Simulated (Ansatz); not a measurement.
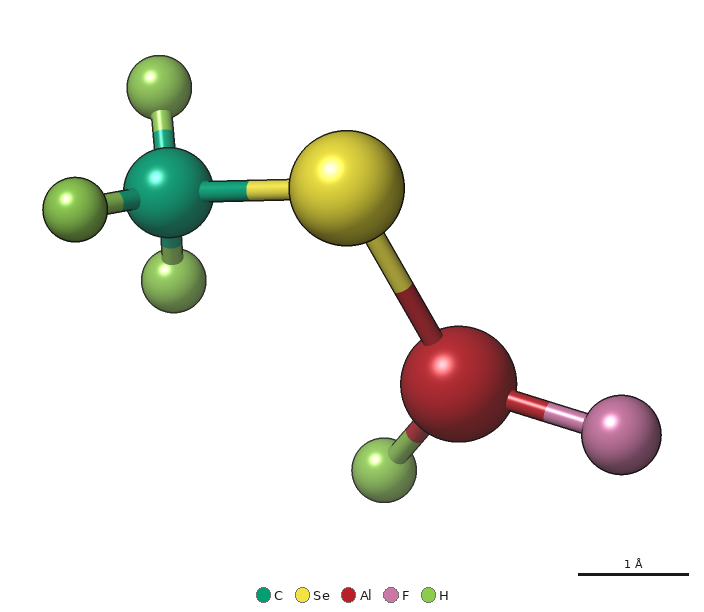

Ball-and-stick drawing of a structure. Every bond is drawn as one stick, whatever its order.

Computed geometry: PBE0-D4/def2-TZVP optimisation.

**Which formula does it have?**

CH₄AlFSe, 8 atoms: 1 carbon, 4 hydrogen, 1 aluminium, 1 fluorine and 1 selenium.

**What is its SMILES?**

C[Se][AlH][F]

**Count the bonded pairs by element.**

3 C–H, 1 C–Se, 1 Al–Se, 1 Al–F, 1 Al–H.

**How many atoms are distinct by symmetry?**

7: 1 C, 1 Se, 1 Al, 1 F, 2 H, 1 H, 1 H.

**What is the point group of this geometry?**

Cs.

The parts below concern this one geometry. Atoms keep their numbers from picture to picture.

### Shape

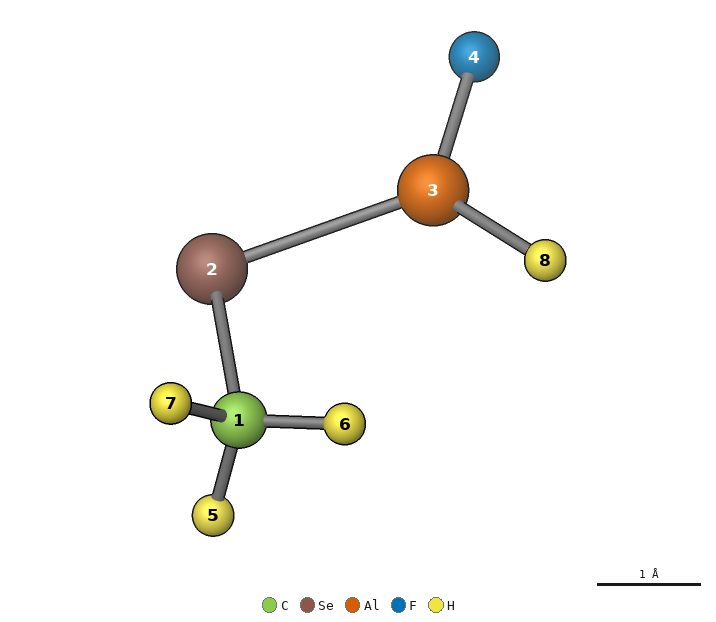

Atoms carry their numbers in the input.

List the bonds and their lengths.

| bond | length (Å) |
| --- | --- |
| C1–Se2 | 1.967 |
| C1–H5 | 1.087 |
| C1–H6 | 1.089 |
| C1–H7 | 1.087 |
| Se2–Al3 | 2.290 |
| Al3–F4 | 1.647 |
| Al3–H8 | 1.575 |

### Electronic properties

Level of theory: RKS PBE0-D4/def2-TZVPP (Ansatz 0.2.0).

**Estimate the LUMO energy (Kohn–Sham orbital).**

−0.94 eV.

**What is the HOMO energy (Kohn–Sham orbital)?**

−7.10 eV.

**What is the dispersion correction?**

−13.1 kJ/mol.

### Charges

The questions are on Mulliken charges. Properties computed with RKS ωB97M-V/def2-TZVPP (Ansatz 0.2.0).

**Which atom carries the highest charge (most positive or least negative)?**

Al3 (0.52 e).

**And the lowest?**

C1 (−0.39 e).

List the Mulliken charges.

| atom | value (e) |
| --- | --- |
| C1 | −0.39 |
| Se2 | −0.12 |
| Al3 | 0.52 |
| F4 | −0.34 |
| H5 | 0.15 |
| H6 | 0.14 |
| H7 | 0.15 |
| H8 | −0.11 |

### Dipole moment

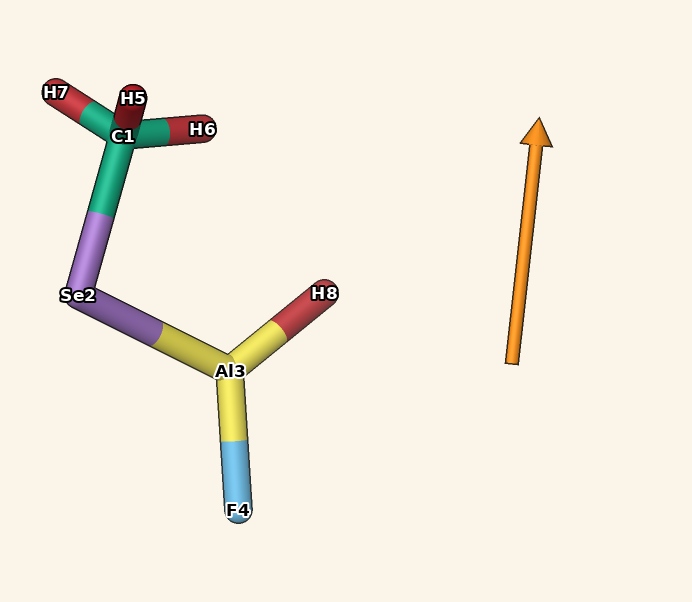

The arrow beside the molecule shows the direction of the dipole moment, from the negative to the positive end (its length means nothing). Properties computed with RKS PBE0-D4/def2-TZVP (Ansatz 0.2.0).

**Estimate the dipole moment.**

2.60 D; it points from the side of F4 to the side of H5, H7 (the outermost atoms at the two ends).

Mulliken values depend strongly on the basis set and can even reverse the polarity of a bond.
